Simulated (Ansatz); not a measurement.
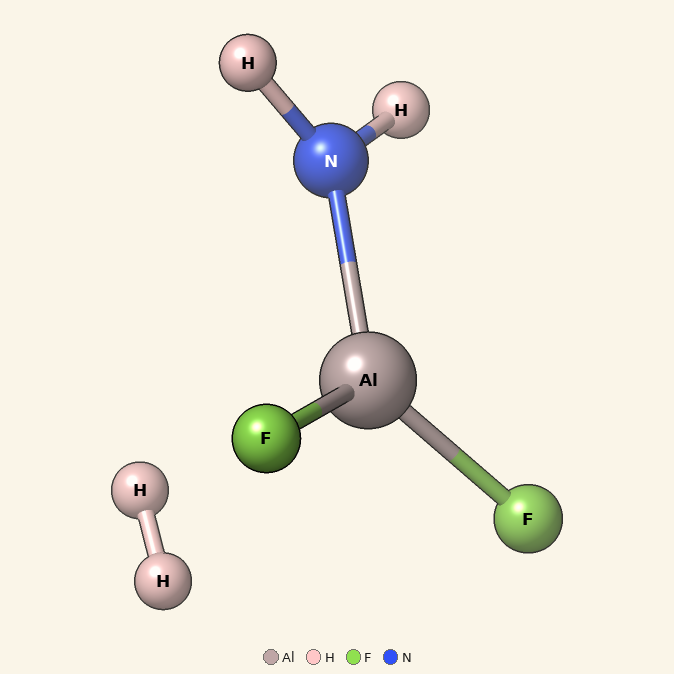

Atoms fade into the background with distance from the viewer. The geometry was computed by an optimisation with PBE0-D4/def2-TZVP.

Question: List the symmetry elements and name the point group.

Answer: It has 1 mirror plane, so the point group is Cs. The group has 2 operations. The geometry is achiral, and symmetry allows a dipole moment.
